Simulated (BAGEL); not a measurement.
# singlet C2H5AlF+, step by step

We compute a single-point energy (singlet C2H5AlF+, HF/cc-pVDZ), then a single-point energy (doublet C2H5AlF, NEVPT2(3,3)/cc-pVDZ), then the energy (doublet C2H5AlF, CASPT2(3,3)/cc-pVDZ) of C2H5AlF. 

The calculation is run with BAGEL 1.2.2.

### Step 1. The molecule

C2H5AlF+ has 9 atoms, charge +1, and is taken as a singlet. SMILES of the parent species: `[CH2][Al]([CH3])[F]`. The C3–H8 distance was set to 1.751 Å, away from the relaxed value. That shape belongs to the parent species and isn't relaxed for this state. At this shape a bond of the SMILES string is far longer than usual.

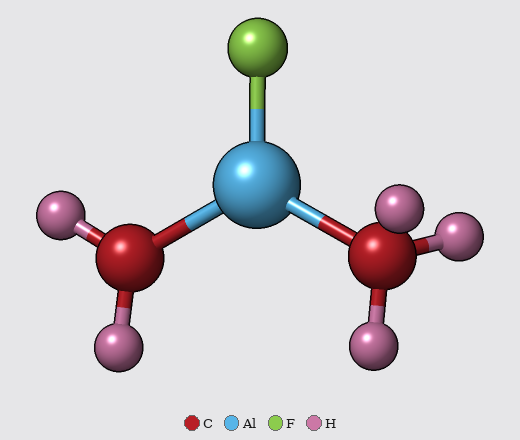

The structure, seen from a chosen angle (carbon red, aluminium blue, fluorine green, hydrogen pink).

### Step 2. The energy at HF/cc-pVDZ (density fitting with svp-jkfit) (run 1)

Contents of input.json:

```json
{ "bagel" : [

{
  "title" : "molecule",
  "basis" : "cc-pvdz.json",
  "df_basis" : "svp-jkfit",
  "geometry" : [
    { "atom" : "C", "xyz" : [    -2.43567745,     3.45475573,    -1.35771531 ] },
    { "atom" : "Al", "xyz" : [    -1.35173055,     0.02263514,    -0.93536152 ] },
    { "atom" : "C", "xyz" : [     0.00868329,    -1.43925699,     2.13695521 ] },
    { "atom" : "F", "xyz" : [    -1.61704809,    -1.83061927,    -3.44529576 ] },
    { "atom" : "H", "xyz" : [    -3.19232379,     4.21385871,    -3.11289293 ] },
    { "atom" : "H", "xyz" : [    -2.36500169,     4.87072751,     0.13327860 ] },
    { "atom" : "H", "xyz" : [    -1.15614389,    -3.02190262,     2.78191874 ] },
    { "atom" : "H", "xyz" : [     3.04472673,    -2.65204164,     1.62535344 ] },
    { "atom" : "H", "xyz" : [     0.12357864,    -0.06731582,     3.67594817 ] }
  ]
},

{
  "title" : "hf",
  "charge" : 1
},

{
  "title" : "print",
  "file" : "orbitals.molden",
  "orbitals" : true
}

]}
```

The basis set cc-pVDZ is read from a file made from the Basis Set Exchange's data (not shown).

Command:

```console
$ BAGEL_NUM_THREADS=1 BAGEL input.json > input.out
```

Log:

```text
* using 1 threads per process

  ===============================================================
  ===============================================================

  *** Geometry ***

  { "atom" : "C", "xyz" : [     -2.435677,      3.454756,     -1.357715 ] },
  { "atom" : "Al", "xyz" : [     -1.351731,      0.022635,     -0.935362 ] },
  { "atom" : "C", "xyz" : [      0.008683,     -1.439257,      2.136955 ] },
  { "atom" : "F", "xyz" : [     -1.617048,     -1.830619,     -3.445296 ] },
  { "atom" : "H", "xyz" : [     -3.192324,      4.213859,     -3.112893 ] },
  { "atom" : "H", "xyz" : [     -2.365002,      4.870728,      0.133279 ] },
  { "atom" : "H", "xyz" : [     -1.156144,     -3.021903,      2.781919 ] },
  { "atom" : "H", "xyz" : [      3.044727,     -2.652042,      1.625353 ] },
  { "atom" : "H", "xyz" : [      0.123579,     -0.067316,      3.675948 ] },

  Number of auxiliary basis functions:      445

  Since a DF basis is specified, we compute 2- and 3-index integrals:
    o Being stored without compression. Storage requirement is 0.026 GB

  Number of basis functions:       85
  Number of electrons      :       39

    * METHOD: MOLECULE                             0.20

  *** RHF ***

  === Nuclear Repulsion ===
   142.8230559831

      * DIIS with orbital gradients will be used.

  === RHF iteration (cc-pvdz.json) ===
      0       -419.37448671          0.01640510           0.05
      1       -419.54044565          0.01023599           0.05
      2       -419.61981184          0.00154589           0.05
      3       -419.62204559          0.00053065           0.05
      4       -419.62227728          0.00013187           0.05
      5       -419.62229504          0.00003024           0.05
      6       -419.62229641          0.00000967           0.05
      7       -419.62229654          0.00000258           0.05
      8       -419.62229655          0.00000093           0.05
      9       -419.62229655          0.00000045           0.05
     10       -419.62229655          0.00000025           0.05
     11       -419.62229655          0.00000012           0.05
     12       -419.62229655          0.00000006           0.05
     13       -419.62229655          0.00000003           0.05
     14       -419.62229655          0.00000001           0.05
    * SCF iteration converged.

    * Permanent dipole moment:
           (    0.842162,    -3.294731,    -0.534935) a.u.

    * METHOD: HF                                   0.93

    * METHOD: PRINT                                0.02

  ===============================================================
```

Run time: 1.3 s. Hardware: 1 thread of Arm Neoverse V1, shared host; peak memory 0.15 GiB.

### Step 3. Doublet neutral C2H5AlF: a single-point energy at NEVPT2(3,3)/cc-pVDZ (density fitting with svp-jkfit) (run 2)

Contents of input.json:

```json
{ "bagel": [

{
  "title": "molecule",
  "basis": "cc-pvdz.json",
  "df_basis": "svp-jkfit",
  "angstrom": "false",
  "geometry": [
    { "atom": "C", "xyz": [    -2.43567745,     3.45475573,    -1.35771531 ] },
    { "atom": "Al", "xyz": [    -1.35173055,     0.02263514,    -0.93536152 ] },
    { "atom": "C", "xyz": [     0.00868329,    -1.43925699,     2.13695521 ] },
    { "atom": "F", "xyz": [    -1.61704809,    -1.83061927,    -3.44529576 ] },
    { "atom": "H", "xyz": [    -3.19232379,     4.21385871,    -3.11289293 ] },
    { "atom": "H", "xyz": [    -2.36500169,     4.87072751,     0.13327860 ] },
    { "atom": "H", "xyz": [    -1.15614389,    -3.02190262,     2.78191874 ] },
    { "atom": "H", "xyz": [     3.04472673,    -2.65204164,     1.62535344 ] },
    { "atom": "H", "xyz": [     0.12357864,    -0.06731582,     3.67594817 ] }
  ]
},

{ "title": "hf", "charge": 1 },

{ "title": "casscf", "nstate": 1, "nact": 3, "nclosed": 18, "nspin": 1, "active": [19, 20, 21], "maxiter": 200, "natocc": "true" },

{
  "title": "nevpt2",
  "nstate": 1,
  "nact": 3,
  "nclosed": 18,
  "nspin": 1,
  "active": [19, 20, 21],
  "maxiter": 200,
  "natocc": "true",
  "ncore": 8
},

{ "title": "print", "file": "orbitals.molden", "orbitals": "true" }

]}
```

The basis set cc-pVDZ is read from a file made from the Basis Set Exchange's data (not shown).

Command:

```console
$ BAGEL_NUM_THREADS=1 BAGEL input.json > input.out
```

Log:

```text
* using 1 threads per process

  ===============================================================
  ===============================================================

  *** Geometry ***

  { "atom" : "C", "xyz" : [     -2.435677,      3.454756,     -1.357715 ] },
  { "atom" : "Al", "xyz" : [     -1.351731,      0.022635,     -0.935362 ] },
  { "atom" : "C", "xyz" : [      0.008683,     -1.439257,      2.136955 ] },
[... 5 lines of this table left out ...]
  { "atom" : "H", "xyz" : [      0.123579,     -0.067316,      3.675948 ] },

  Number of auxiliary basis functions:      445

  Since a DF basis is specified, we compute 2- and 3-index integrals:
    o Being stored without compression. Storage requirement is 0.026 GB

  Number of basis functions:       85
  Number of electrons      :       39

    * METHOD: MOLECULE                             0.21

  *** RHF ***

  === Nuclear Repulsion ===
   142.8230559831

      * DIIS with orbital gradients will be used.

  === RHF iteration (cc-pvdz.json) ===
      0       -419.37448671          0.01640510           0.06
      1       -419.54044565          0.01023599           0.05
      2       -419.61981184          0.00154589           0.05
[... 11 lines of this table left out ...]
     14       -419.62229655          0.00000001           0.05
    * SCF iteration converged.

    * Permanent dipole moment:
           (    0.842162,    -3.294731,    -0.534935) a.u.

    * METHOD: HF                                   0.94

  ---------------------------
      CASSCF calculation
  ---------------------------

    ==== Active orbitals : =====
         Orbital 19
         Orbital 20
         Orbital 21
    ============================

    * nstate   :      1
    * nclosed  :     18
    * nact     :      3
    * nvirt    :     64
  === CASSCF iteration (cc-pvdz.json) ===

    * Using the second-order algorithm

      0  0      -419.90927197     1.66e-02      0.02

      1  0      -419.95565765     1.16e-03      0.34
[... 19 lines of this table left out ...]
     11  0      -419.99018146     7.27e-09      0.26

    * Second-order optimization converged. *

     guess   0:   closed 1..                  open .1.

  === FCI iteration ===

      0  0      -419.95038852     5.36e-02      0.00
      1  0      -419.99014042     1.72e-03      0.00
      2  0      -419.99017872     4.51e-04      0.00
[... 4 lines of this table left out ...]
      7  0 *    -419.99018146     4.86e-16      0.00

     * ci vector, state   0, <S^2> = 0.7500
       2a.    -0.9706613210
       .a2    -0.2400327367

    * METHOD: CASSCF                               3.52

    * freezing 8 orbitals

  === DF-NEVPT2 calculation ===

    * 3-index integral transformation done
    * assembly done

      NEVPT2 correlation energy:   -0.4896892763      0.19

          (+0)     -0.3956614302
          (+0)'    -0.0202043733
          (+1)     -0.0117318860
          (+1)'    -0.0000187496
          (+2)     -0.0004196635
          (-1)     -0.0566322349
          (-1)'    -0.0000520838
          (-2)     -0.0049688550

      NEVPT2 total energy:       -420.4798707364

    * METHOD: NEVPT2                               0.30

    * METHOD: PRINT                                0.02

  ===============================================================
```

Run time: 5.1 s. Hardware: 1 thread of Arm Neoverse V1, shared host; peak memory 0.15 GiB.

### Step 4. Doublet neutral C2H5AlF: the energy at CASPT2(3,3)/cc-pVDZ (density fitting with svp-jkfit) (run 3)

Contents of input.json:

```json
{ "bagel" : [

{
  "title" : "molecule",
  "basis" : "cc-pvdz.json",
  "df_basis" : "svp-jkfit",
  "angstrom" : false,
  "geometry" : [
    { "atom" : "C", "xyz" : [ -2.43567745,  3.45475573, -1.35771531 ] },
    { "atom" : "Al", "xyz" : [ -1.35173055,  0.02263514, -0.93536152 ] },
    { "atom" : "C", "xyz" : [  0.00868329, -1.43925699,  2.13695521 ] },
    { "atom" : "F", "xyz" : [ -1.61704809, -1.83061927, -3.44529576 ] },
    { "atom" : "H", "xyz" : [ -3.19232379,  4.21385871, -3.11289293 ] },
    { "atom" : "H", "xyz" : [ -2.36500169,  4.87072751,  0.13327860 ] },
    { "atom" : "H", "xyz" : [ -1.15614389, -3.02190262,  2.78191874 ] },
    { "atom" : "H", "xyz" : [  3.04472673, -2.65204164,  1.62535344 ] },
    { "atom" : "H", "xyz" : [  0.12357864, -0.06731582,  3.67594817 ] }
  ]
},
{ "title" : "hf", "charge" : 1 },
{ "title" : "casscf", "nstate" : 1, "nact" : 3, "nclosed" : 18, "nspin" : 1, "active" : [19, 20, 21], "maxiter" : 200, "natocc" : true },
{ "title" : "print", "file" : "orbitals.molden", "orbitals" : true },
{ "title" : "smith", "method" : "caspt2", "ms" : true, "xms" : true, "sssr" : true, "shift" : 0.2, "shift_imag" : true, "ncore" : 8 }

]}
```

The basis set cc-pVDZ is read from a file made from the Basis Set Exchange's data (not shown).

Command:

```console
$ BAGEL_NUM_THREADS=1 BAGEL input.json > input.out
```

Log:

```text
* using 1 threads per process

  ===============================================================
  ===============================================================

  *** Geometry ***

  { "atom" : "C", "xyz" : [     -2.435677,      3.454756,     -1.357715 ] },
  { "atom" : "Al", "xyz" : [     -1.351731,      0.022635,     -0.935362 ] },
  { "atom" : "C", "xyz" : [      0.008683,     -1.439257,      2.136955 ] },
[... 5 lines of this table left out ...]
  { "atom" : "H", "xyz" : [      0.123579,     -0.067316,      3.675948 ] },

  Number of auxiliary basis functions:      445

  Since a DF basis is specified, we compute 2- and 3-index integrals:
    o Being stored without compression. Storage requirement is 0.026 GB

  Number of basis functions:       85
  Number of electrons      :       39

    * METHOD: MOLECULE                             0.21

  *** RHF ***

  === Nuclear Repulsion ===
   142.8230559831

      * DIIS with orbital gradients will be used.

[... 6 lines left out ...]
    * SCF iteration converged.
[... 1 line left out ...]
    * Permanent dipole moment:
[... 28 lines left out ...]
    * Second-order optimization converged. *
[... 11 lines left out ...]
     * ci vector, state   0, <S^2> = 0.7500
[... 16 lines left out ...]
    * Zeroth order energy : state  0       -0.8768758371

    * CASPT2 iteration is performed using orthogonal basis

      -------------------------------------------  CASPT2 iteration  ---------------------------------------------------
       #      aibj      arbs      arbi      airj      risj      airs      arst      rist         Etot      error   time
      ------------------------------------------------------------------------------------------------------------------

       0  -0.39447  -0.00612  -0.06051  -0.01269  -0.00060  -0.01906  -0.00007  -0.00002   -0.4935403  0.0009581   0.09
       1  -0.39453  -0.00614  -0.06061  -0.01275  -0.00062  -0.01927  -0.00007  -0.00002   -0.4940149  0.0001464   0.07
       2  -0.39453  -0.00614  -0.06061  -0.01275  -0.00063  -0.01927  -0.00007  -0.00003   -0.4940267  0.0000255   0.07
       3  -0.39453  -0.00614  -0.06061  -0.01275  -0.00063  -0.01927  -0.00007  -0.00002   -0.4940270  0.0000045   0.07
       4  -0.39453  -0.00614  -0.06061  -0.01275  -0.00063  -0.01927  -0.00007  -0.00002   -0.4940270  0.0000007   0.08

      ------------------------------------------------------------------------------------------------------------------

    * CASPT2 energy : state  0     -420.4867346584
        w/o shift correction       -420.4842084948
        reference weight              0.8642634517

    * METHOD: SMITH                                0.59

  ===============================================================
```

Run time: 5.4 s. Hardware: 1 thread of Arm Neoverse V1, shared host; peak memory 0.18 GiB.

### Step 5. Results

| quantity | value |
| --- | --- |
| run 1, HF/cc-pVDZ: total energy | -419.62230 Eh |
| run 1, HF/cc-pVDZ: HOMO energy | -15.26 eV |
| run 1, HF/cc-pVDZ: LUMO energy | -7.68 eV |
| run 1, HF/cc-pVDZ: HOMO–LUMO gap | 7.58 eV |
| doublet neutral C2H5AlF, run 2: total energy | -420.47987 Eh |
| doublet neutral C2H5AlF, run 3: total energy | -420.48673 Eh |
